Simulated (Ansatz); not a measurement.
# Bands, cutoff and cost in G0W0 for SrTiO3 (I4/mcm), part 2 of 2

Wanted: a G0W0 gap for SrTiO3 (I4/mcm) that is converged in bands and cutoff, or an estimate of the limit.

Ansatz 0.2.0; G0W0 on PBE, plane waves, PAW. Known limits of the many-body steps: not at the basis limit; no spin-orbit coupling.

So far. Step 5 (1991 empty bands, screening to 380 eV): Against the run with 4×4×4 mesh, 1192 empty bands, screening to 270 eV, hard PAW files, the gap moves by +0.03 eV.

## (6) Changing the k mesh: 6×6×6 mesh, 310 empty bands, screening to 110 eV, hard PAW files

Only the mesh changes. It samples the long-range screening, which converges on its own terms. Bands and cutoff differ from the step before, so it is read against an earlier run that matches them.

The input, input.yaml:

```yaml
crystal:
  lattice:
    - [-2.7555, 2.7555, 3.898]
    - [2.7555, -2.7555, 3.898]
    - [2.7555, 2.7555, -3.898]
  atoms:
    - { symbol: Sr, position: [0.75, 0.25, 0.5] }
    - { symbol: Sr, position: [0.25, 0.75, 0.5] }
    - { symbol: Ti, position: [0.0, 0.0, 0.0] }
    - { symbol: Ti, position: [0.5, 0.5, 0.0] }
    - { symbol: O, position: [0.25, 0.25, 0.0] }
    - { symbol: O, position: [0.75, 0.75, 0.0] }
    - { symbol: O, position: [0.7451, 0.2451, 0.9902] }
    - { symbol: O, position: [0.2451, 0.2549, 0.5] }
    - { symbol: O, position: [0.2549, 0.7549, 0.0098] }
    - { symbol: O, position: [0.7549, 0.7451, 0.5] }
kpoints:
  mp_grid: { grid: [6, 6, 6] }
hamiltonian:
  xc: pbe
  pseudopotentials: { kind: paw, source: ansatz }
scf:
  occupations: { method: fixed }
gw:
  n_empty_bands: 310
  ecut_chi: 110.0
  qp_bands: [v3, c3]
  qp_kpoints: band_edges
  screening: { model: contour_deformation }
```

Command:

```sh
ansatz run input.yaml --threads 4 --pin off --max-ram 138240MiB --backend cuda --events-out ev --progress --plain --runs-dir out --devices 1 --max-vram 26GiB
```

Numbers of over 12 decimals in the logs are rounded to 6 here.

The log of the run:

```text
GPUs: using 1 of 1 available (devices: 1).
[...]
GPU FFT provider: cuFFT
GPU libraries: cuBLAS 13.8.2, cuFFT 12.4.0, cuSOLVER 12.3.4
Crystal: 10 atoms, lattice volume = 118.387 Å³
Basis set: ecut = 930 eV, 7631 PW (Γ)
Bands: 50, of which v1, the nominal top of the filled ones, is band 40 counted from 1 (39 counted from 0)
Symmetry: 16 space group operations
[...]
k-points: 30 of 216
[...]
1    39      9.7348   -25.5979     4.7728   -20.5171  0.7206     9.4247     9.4267  root
[...]
29    40      9.9721   -25.8962     4.7790   -20.8364  0.7222     9.6897     9.6913  root
    29    41     12.1238   -12.9913    -6.5604   -20.8779  0.7366    13.4864    13.4500  root
    29    42     13.8776   -14.8384    -6.9988   -23.1978  0.6949    15.3021    15.2381  root
    29    43     13.8776   -14.8384    -6.9988   -23.1978  0.6949    15.3021    15.2381  root
[key lines of the parts left out:]
SCF converged after 10 iterations
Free energy (F): -15510.200929 eV
Fermi energy:    10.057799 eV
```

Run time: 4.1 min. Hardware: 1 × NVIDIA H100 80GB HBM3 (shared by 3 runs) with 4 threads of AMD EPYC 7R13 (Zen 3), shared host; peak memory 3.3 GiB; 7.4 min of CPU time.

Numbers from this step:

```yaml
bands_summed: 350
rpa_eps_infinity_on_this_mesh_eigenvalues: 6.011, 6.011, 6.012
plane_waves_in_the_screening_matrix: 331
g0w0_gap_on_the_mesh: 3.446 eV
k_of_the_valence_top: 0, 0, 0
k_of_the_conduction_bottom: 0, 0, 0
starting_gap_on_the_mesh: 1.897 eV
least_direct_g0w0_gap_on_the_computed_points: 3.446 eV
```

Against the run with 4×4×4 mesh, 310 empty bands, screening to 110 eV, hard PAW files, the gap moves by +0.004 eV.

## (7) Convergence and cost

Times are wall times on 1 × NVIDIA H100 80GB HBM3 (shared by 3 runs) with 4 threads of AMD EPYC 7R13 (Zen 3), shared host, good to a factor of about two.

| mesh | files | frequency | bands summed | cutoff (eV) | start (eV) | G0W0 (eV) | time | host memory (GiB) |
| --- | --- | --- | --- | --- | --- | --- | --- | --- |
| 4×4×4 | hard PAW | contour deformation | 350 | 110 | 1.895 | 3.441 | 34 s | 2.1 |
| 4×4×4 | hard PAW | contour deformation | 744 | 190 | 1.895 | 3.489 | 69 s | 3.8 |
| 4×4×4 | hard PAW | contour deformation | 1232 | 270 | 1.895 | 3.529 | 2 min | 6.8 |
| 4×4×4 | hard PAW | contour deformation | 2031 | 380 | 1.895 | 3.559 | 4.5 min | 14 |
| 6×6×6 | hard PAW | contour deformation | 350 | 110 | 1.897 | 3.446 | 4.1 min | 3.3 |

The parts of the quasiparticle energy at the two band edges (eV; QP = start + Σx + Σc − Vxc):

| run | edge | start | Σx | Σc | Vxc | Z | QP |
| --- | --- | --- | --- | --- | --- | --- | --- |
| 350 bands | valence top | 10.06 | -26.08 | 4.79 | -21.02 | 0.72 | 9.79 |
| 350 bands | conduction bottom | 11.95 | -12.64 | -6.35 | -20.27 | 0.74 | 13.23 |
| 744 bands | valence top | 10.06 | -26.08 | 4.50 | -21.02 | 0.72 | 9.50 |
| 744 bands | conduction bottom | 11.95 | -12.64 | -6.60 | -20.27 | 0.74 | 12.98 |
| 1232 bands | valence top | 10.06 | -26.08 | 4.33 | -21.02 | 0.71 | 9.33 |
| 1232 bands | conduction bottom | 11.95 | -12.64 | -6.72 | -20.27 | 0.74 | 12.86 |
| 2031 bands | valence top | 10.06 | -26.08 | 4.21 | -21.02 | 0.71 | 9.21 |
| 2031 bands | conduction bottom | 11.95 | -12.64 | -6.82 | -20.27 | 0.74 | 12.77 |

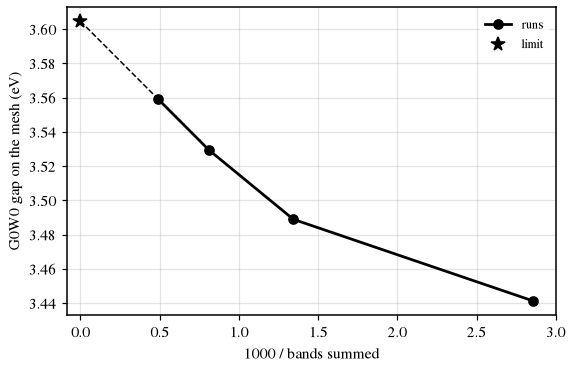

The gap against one over the number of bands; the dashed line carries the two highest rungs to the limit.

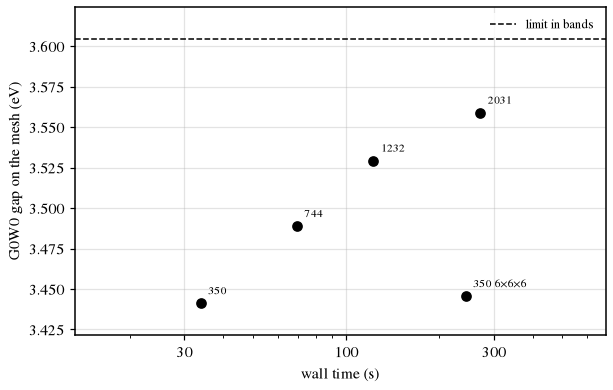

Result against wall time.

## (8) Outcome

```
350 bands, 110 eV                   : 3.441 eV
744 bands, 190 eV                   : 3.489 eV
1232 bands, 270 eV                  : 3.529 eV
2031 bands, 380 eV                  : 3.559 eV
estimated limit in bands and cutoff : 3.60 eV
mesh and start                      : 4×4×4, PBE
```

A line in one over the bands through the two highest rungs gives 3.60 eV, +0.05 eV from the top rung; the pair below gives 3.59 eV, in fair agreement. The rungs stand 0.16 eV (350 bands), 0.12 eV (744 bands), 0.08 eV (1232 bands) and 0.05 eV (2031 bands) from it. From 350 to 2031 bands the gap moves by +0.12 eV while the time grows 8.0-fold. Σc changes by −0.58 eV at the valence top and −0.46 eV at the conduction bottom, so the levels themselves move more than the gap between them. On the 6×6×6 mesh in place of 4×4×4 the gap differs by +0.004 eV, of which +0.003 eV is already in the start. The cheapest rung within 0.1 eV of this estimate is that with 1232 bands (2 min). Gaps are over the mesh's points; an edge off the mesh would be missed. The many-body steps are scalar-relativistic: spin-orbit coupling is not in them.

[Paths, hosts, dates, memory and timing lines, banners, echoed tables and standing remarks are left out of the program output.]

[Logs are printed without paths, hosts, clocks, repeated set-up lines and the standing remarks that a program may print on its own settings, such as how far it seeks lower states.]

[Runs of the session that timed out or met a known fault of the program may be left out.]

[Cells called generated may have been cut or substituted from an entry of the Crystallography Open Database or the Materials Project.]

[Hosts, paths, dates, database ids (printed as entryN), source tags and the programs' standing remarks are cut or masked in the printed files.]
